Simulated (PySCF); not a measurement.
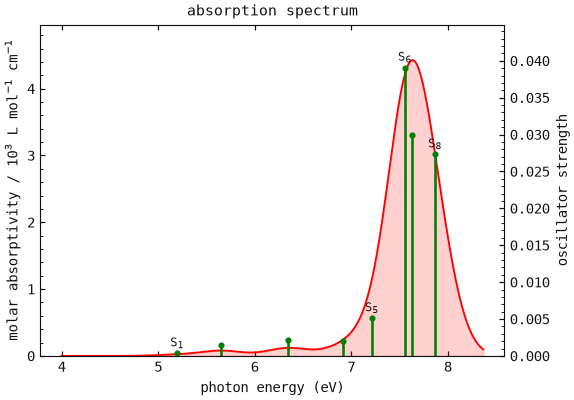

Vertical TDDFT excitations, CAM-B3LYP/def2-SVPD, PySCF, at a GFN2-xTB geometry (no frequency check), gas phase. The lowest 8 singlet states are shown; each is broadened by a Gaussian of 1/e half-width 0.30 eV. Sticks give oscillator strengths (right axis).

Whose absorption spectrum is this?
A. C₅H₁₁BO, SMILES B[C@H]1CCCOC1
B. C₃H₉ClOSi₂, SMILES C[Si@@H](C=O)[SiH2]CCl
C. C₄H₆O₂SSi, SMILES C=C[C@@H]1O[SiH2]OC1=S
D. C₅H₇BF₂O, SMILES C[C@@H]1C[C@H](B(F)F)C1=O

Answer. Option A. Its lowest singlet lies at 5.20 eV (f = 0.000) and the brightest of those computed is S6 at 7.56 eV (164 nm), f = 0.039, mainly HOMO−3 → LUMO (61 %).

Note: the tight-binding geometry is rougher than a DFT one and adds to the error; one conformer of a flexible molecule; core orbitals are frozen in the response.
